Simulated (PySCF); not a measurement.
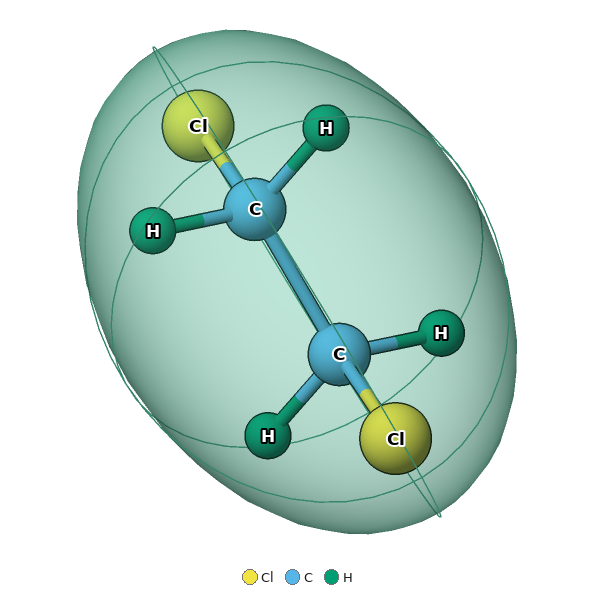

The ellipsoid shows the static dipole polarisability: its half-axes are proportional to the principal values. Computed geometry: GFN2-xTB optimisation. No frequency run is at hand to confirm it as a minimum. Computed with PBE0/def2-SVPD (PySCF 2.14.0).

> Give the principal values, the mean and the anisotropy.

Principal values 44.6, 47.3, 73.2 bohr³; mean 55.0 bohr³ (8.15 Å³); anisotropy 27.3 bohr³, so the longest axis is 1.64 times the shortest.
